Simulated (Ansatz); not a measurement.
```yaml
atoms:
  - { symbol: Cl, position_ang: [-0.4350, -2.3081, -0.3223] }
  - { symbol: F, position_ang: [1.6260, -0.3277, -1.3137] }
  - { symbol: O, position_ang: [0.3762, 0.3376, 0.8571] }
  - { symbol: Si, position_ang: [-0.1994, 1.6063, 1.5866] }
  - { symbol: Si, position_ang: [1.0894, -1.0337, 0.0163] }
```

Geometry: PBE0-D3(BJ)/def2-SVP.

Level of theory: isolated molecule in a Gaussian basis; Kohn-Sham density functional theory, functional PBE0 (Ansatz).

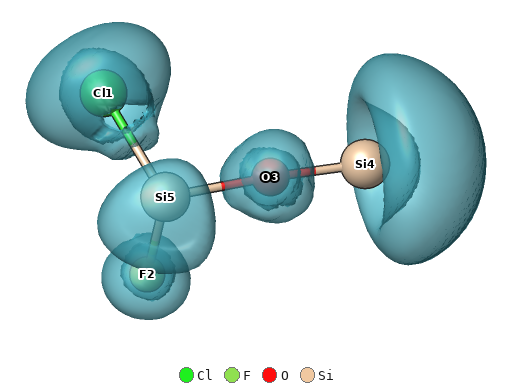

ClFOSi2 (charge +1, doublet). Isosurface of the electron localisation function at 0.8 (cyan), seen across its widest extent. Only the valence region is drawn (cores and ρ < 0.01 e/Å³ removed).

What do the ELF domains correspond to?

Answer. The surface consists of one region on Cl in which the atom's valence shell and bonds are merged, two lobes on Si, pointing away from the bonds (non-bonding electrons), one region wrapped around F (its lone pairs, merged into a ring or cap) and one region wrapped around O (its lone pairs, merged into a ring or cap).

Values along the shortest contacts:
Si–O (1.57 Å): the ELF peaks at about 0.85 between the atoms, as expected for a polar covalent bond. Si–F (1.60 Å): the ELF peaks at about 0.85 in the valence shell of F, 0.6 Å from its nucleus, and is about 0.55 at the midpoint.
